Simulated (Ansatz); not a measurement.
Profile along the Cd–Cd line in Cd (hcp, Mg type)

Cd (hcp, Mg type)

```cif
data_Cd2
_chemical_formula_sum 'Cd2'
_space_group_name_H-M_alt 'P 1'
_space_group_IT_number 1
_cell_length_a 2.94579
_cell_length_b 2.94579
_cell_length_c 5.60304
_cell_angle_alpha 90.000
_cell_angle_beta 90.000
_cell_angle_gamma 120.000
loop_
_space_group_symop_operation_xyz
  'x, y, z'
loop_
_atom_site_label
_atom_site_type_symbol
_atom_site_fract_x
_atom_site_fract_y
_atom_site_fract_z
_atom_site_occupancy
Cd1 Cd 0.33333 0.66667 0.75000 1
Cd2 Cd 0.66667 0.33333 0.25000 1
```

Fields along a shortest Cd–Cd line of a (-1 1 0 2) plane (2.95 Å), from Cd to Cd, interpolated on the slice's grid (step about 0.2 Å). Computed with PBEsol (plane waves to 420 eV, PAW, scalar-relativistic; Ansatz, an electronic-structure program). k mesh 18×18×9. These are valence fields of a PAW run, semicore shells included where kept as valence: close to a nucleus they are smooth pseudo fields. Cd was relaxed with its symmetry unable to fall.

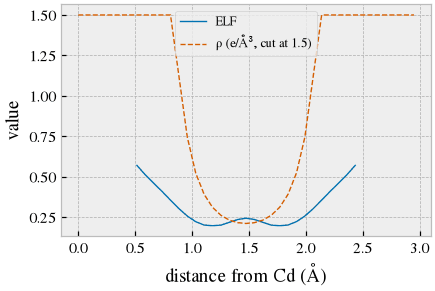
Figure. ELF (away from the nuclei) and valence density from Cd to Cd.

Density on the Cd–Cd line (2.95 Å) at its midpoint: 0.21 e/Å³. ELF at that point: 0.24.
